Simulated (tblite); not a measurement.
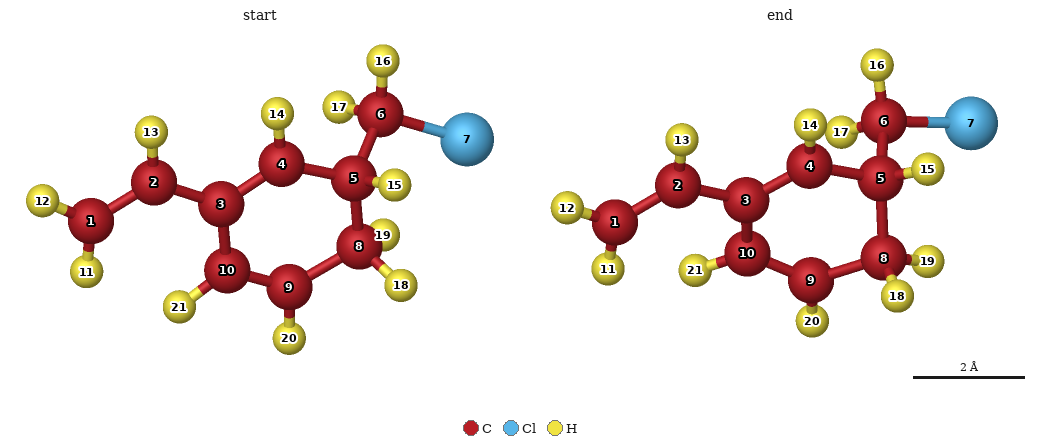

The structure of C9H11Cl before (left) and after (right) a relaxation, at one scale.

The picture is a ball-and-stick view, seen at a tilt.

Level of theory: GFN2-xTB geometry optimisation, gas phase (tblite 0.8.0). 

**Summarise the run.**

After 96 geometry steps the energy has fallen by 59.2 kJ/mol. The atom that moves furthest after the best rigid fit is H19 (0.91 Å). Largest moves by element: H 0.91 Å, Cl 0.52 Å, C 0.42 Å. Near-neighbour distances that change, for instance: C5–C8 1.491 → 1.531 Å, C5–H15 1.133 → 1.094 Å, C4–C5 1.465 → 1.503 Å, C8–C9 1.463 → 1.497 Å. Bond angles that change, for instance: C3–C2–H13 121.7° → 114.5°, C8–C9–C10 127.6° → 121.4°, Cl7–C6–H16 112.9° → 106.8°. Groups turn about C5–C8 by about 45°, C4–C5 by about 30°, C8–C9 by about 25°.
